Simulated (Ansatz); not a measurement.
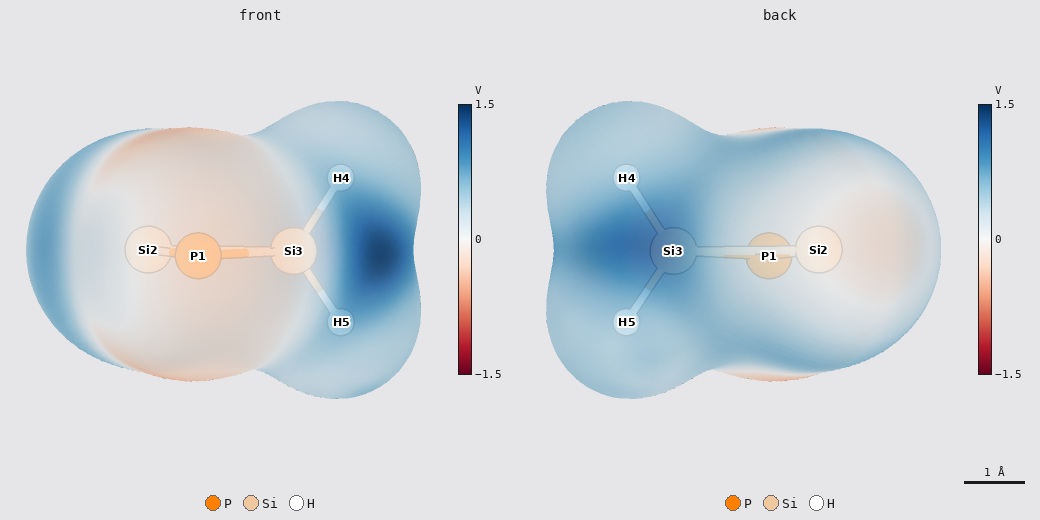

H$_{2}$PSi$_{2}$ (SMILES [Si]1=P[SiH2]1) (doublet). The molecular electrostatic potential painted on the density surface at 0.002 e/bohr³, seen from the front and from behind; the colour scale runs from red (negative) to blue (positive).

Geometry: B3LYP-D3(BJ)/def2-SVP.

Method: Ansatz, isolated molecule in a Gaussian basis; Kohn-Sham density functional theory, functional PBE0.

```json
{"atom": "P", "x (Å)": "-0.0651", "y (Å)": "-1.1151", "z (Å)": "0.2524"}
{"atom": "Si", "x (Å)": "-2.0047", "y (Å)": "-1.1705", "z (Å)": "1.1211"}
{"atom": "Si", "x (Å)": "-1.0084", "y (Å)": "0.8555", "z (Å)": "0.0588"}
{"atom": "H", "x (Å)": "-0.6260", "y (Å)": "2.0087", "z (Å)": "0.9203"}
{"atom": "H", "x (Å)": "-1.5730", "y (Å)": "1.3449", "z (Å)": "-1.2295"}
```

Describe the electrostatic potential map.

The most negative region (about −0.4 V) lies over P1 and Si2, the most positive (about +1.4 V) over Si3.
